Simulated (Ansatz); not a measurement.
```yaml
atoms:
  - { symbol: Si, position_ang: [-0.0022, 0.0056, -0.0314] }
  - { symbol: Si, position_ang: [0.1212, -0.3774, 2.0669] }
  - { symbol: Cl, position_ang: [-0.1190, 0.3718, -2.0355] }
```

Geometry: r2SCAN-D4/def2-TZVP.

The calculation used UKS PBE0-D4/def2-TZVP (Ansatz 0.2.0).

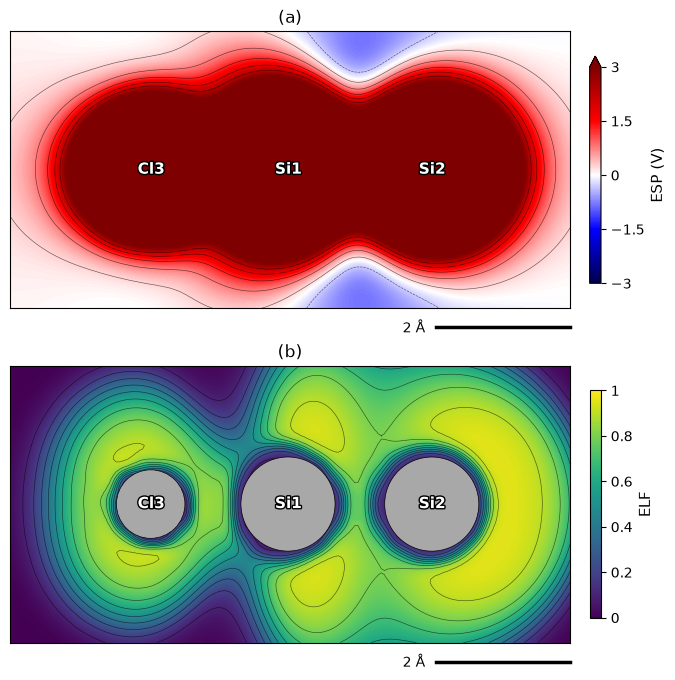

ClSi₂ (doublet). (a) molecular electrostatic potential; (b) ELF on a plane that holds the molecular axis. Grey discs cover the atomic cores in the ELF map.

> Interpret the plot.

- Atoms in the plane: Si and Cl.
- Si–Cl (2.04 Å): the ELF peaks at about 0.85 between the atoms (a shared but strongly polarised pair).
- Si–Si (2.14 Å): the ELF peaks at about 0.75 between the atoms (a covalent bond).
- The ELF also peaks beside Si1, Cl3 and Si2, away from the bonds: non-bonding electrons, paired or unpaired.
- Outside the dense part of the molecule the potential is most negative (−0.8 V) near Si2.
